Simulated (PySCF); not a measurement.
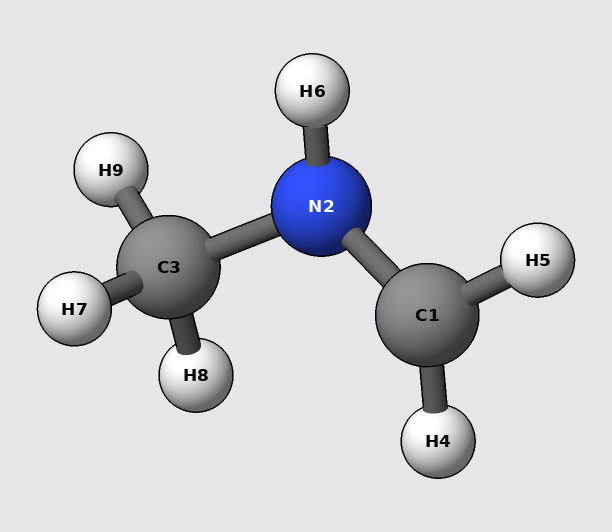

The questions are on Mulliken spin populations. The species is neutral and a spin doublet. The computed structure is the end point of a PBE0-D3(BJ)/def2-SVP optimisation. No frequency run is at hand to confirm it as a minimum. Level of theory: UKS B3LYP, IGLO-III on C N, pcH-1 on H, non-relativistic (PySCF 2.14.0).

Give the Mulliken spin populations atom by atom.

```tsv
atom	value (e)
C1	0.89
N2	0.17
C3	−0.02
H4	−0.03
H5	−0.03
H6	−0.01
H7	0.03
H8	0.01
H9	0.00
```

Mulliken values depend strongly on the basis set.
